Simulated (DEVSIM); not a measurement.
System: Schottky contact on n-type GaN, at 400 K.

```csv
layer (left to right),material,thickness (μm),Nd (cm⁻³),τn (s),τp (s)
1,GaN,0.460,1.4e16,7.9e-8,7.9e-8
```

Left contact: Schottky, work function 5.62 eV, emission velocity 6.6e6 cm/s. Right contact: ohmic. Voltage is applied to the left contact. Recombination: SRH at mid-gap, Auger. Mobility is constant in doping.

Constants are typed, rounded textbook-type inputs, not results; the design itself was drawn at random and stands for no fabricated device. Values at 300 K; Nc and Nv go as T^1.5, mobilities as T to minus their exponent, the gap by Varshni's rule with the affinity fixed.

```
parameter             GaN
----------------  -------
gap (eV)             3.43
affinity (eV)         4.1
permittivity          9.5
Nc (cm⁻³)          2.3e18
Nv (cm⁻³)          4.6e19
μn (cm²/Vs)          1200
μp (cm²/Vs)           100
T exponent of μn      1.5
T exponent of μp        2
Cn (cm⁶/s)          1e-30
Cp (cm⁶/s)          1e-30
Varshni α (eV/K)  0.00091
Varshni β (K)         830
```

Model (solved in DEVSIM): 1D drift-diffusion, Boltzmann statistics, complete ionisation; no tunnelling, impact ionisation, image-force lowering or self-heating. Metal contacts follow the ideal Schottky-Mott rule: no Fermi-level pinning, no interface dipoles.

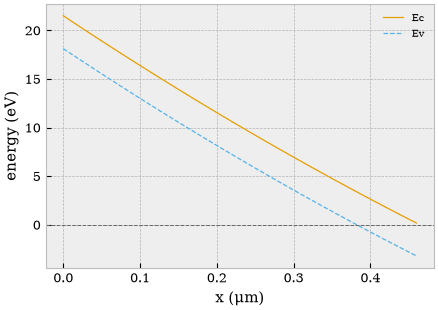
*Band edges at -20.0 V on the left contact*

Energies count from the Fermi level of the right contact; mesh points crowd at the junctions.

```json
[
 {"x (μm)": "0.000", "Ec (eV)": "21.520", "Ev (eV)": "18.136", "n (cm⁻³)": "< 1e2", "p (cm⁻³)": "< 1e2", "field (V/cm)": "-520000"},
 {"x (μm)": "0.005385", "Ec (eV)": "21.238", "Ev (eV)": "17.854", "n (cm⁻³)": "< 1e2", "p (cm⁻³)": "< 1e2", "field (V/cm)": "-520000"},
 {"x (μm)": "0.01329", "Ec (eV)": "20.825", "Ev (eV)": "17.441", "n (cm⁻³)": "< 1e2", "p (cm⁻³)": "< 1e2", "field (V/cm)": "-520000"},
 {"x (μm)": "0.02133", "Ec (eV)": "20.406", "Ev (eV)": "17.022", "n (cm⁻³)": "< 1e2", "p (cm⁻³)": "< 1e2", "field (V/cm)": "-520000"},
 {"x (μm)": "0.03536", "Ec (eV)": "19.680", "Ev (eV)": "16.296", "n (cm⁻³)": "< 1e2", "p (cm⁻³)": "< 1e2", "field (V/cm)": "-520000"},
 {"x (μm)": "0.05060", "Ec (eV)": "18.898", "Ev (eV)": "15.514", "n (cm⁻³)": "< 1e2", "p (cm⁻³)": "< 1e2", "field (V/cm)": "-510000"},
 {"x (μm)": "0.06610", "Ec (eV)": "18.108", "Ev (eV)": "14.724", "n (cm⁻³)": "< 1e2", "p (cm⁻³)": "< 1e2", "field (V/cm)": "-510000"},
 {"x (μm)": "0.09316", "Ec (eV)": "16.745", "Ev (eV)": "13.361", "n (cm⁻³)": "< 1e2", "p (cm⁻³)": "< 1e2", "field (V/cm)": "-500000"},
 {"x (μm)": "0.1225", "Ec (eV)": "15.288", "Ev (eV)": "11.903", "n (cm⁻³)": "< 1e2", "p (cm⁻³)": "< 1e2", "field (V/cm)": "-490000"},
 {"x (μm)": "0.1524", "Ec (eV)": "13.828", "Ev (eV)": "10.444", "n (cm⁻³)": "< 1e2", "p (cm⁻³)": "< 1e2", "field (V/cm)": "-480000"},
 {"x (μm)": "0.1963", "Ec (eV)": "11.729", "Ev (eV)": "8.345", "n (cm⁻³)": "< 1e2", "p (cm⁻³)": "< 1e2", "field (V/cm)": "-470000"},
 {"x (μm)": "0.2566", "Ec (eV)": "8.925", "Ev (eV)": "5.541", "n (cm⁻³)": "< 1e2", "p (cm⁻³)": "< 1e2", "field (V/cm)": "-460000"},
 {"x (μm)": "0.2950", "Ec (eV)": "7.192", "Ev (eV)": "3.808", "n (cm⁻³)": "< 1e2", "p (cm⁻³)": "< 1e2", "field (V/cm)": "-450000"},
 {"x (μm)": "0.3270", "Ec (eV)": "5.778", "Ev (eV)": "2.394", "n (cm⁻³)": "< 1e2", "p (cm⁻³)": "< 1e2", "field (V/cm)": "-440000"},
 {"x (μm)": "0.3675", "Ec (eV)": "4.028", "Ev (eV)": "0.644", "n (cm⁻³)": "< 1e2", "p (cm⁻³)": "< 1e2", "field (V/cm)": "-430000"},
 {"x (μm)": "0.3874", "Ec (eV)": "3.183", "Ev (eV)": "-0.201", "n (cm⁻³)": "< 1e2", "p (cm⁻³)": "< 1e2", "field (V/cm)": "-420000"},
 {"x (μm)": "0.4040", "Ec (eV)": "2.487", "Ev (eV)": "-0.897", "n (cm⁻³)": "< 1e2", "p (cm⁻³)": "< 1e2", "field (V/cm)": "-420000"},
 {"x (μm)": "0.4203", "Ec (eV)": "1.810", "Ev (eV)": "-1.574", "n (cm⁻³)": "< 1e2", "p (cm⁻³)": "< 1e2", "field (V/cm)": "-410000"},
 {"x (μm)": "0.4353", "Ec (eV)": "1.193", "Ev (eV)": "-2.191", "n (cm⁻³)": "3300", "p (cm⁻³)": "< 1e2", "field (V/cm)": "-410000"},
 {"x (μm)": "0.4439", "Ec (eV)": "0.842", "Ev (eV)": "-2.542", "n (cm⁻³)": "8.6e7", "p (cm⁻³)": "< 1e2", "field (V/cm)": "-410000"},
 {"x (μm)": "0.4523", "Ec (eV)": "0.499", "Ev (eV)": "-2.885", "n (cm⁻³)": "1.8e12", "p (cm⁻³)": "< 1e2", "field (V/cm)": "-400000"},
 {"x (μm)": "0.4600", "Ec (eV)": "0.191", "Ev (eV)": "-3.193", "n (cm⁻³)": "1.4e16", "p (cm⁻³)": "< 1e2", "field (V/cm)": "-400000"}
]
```
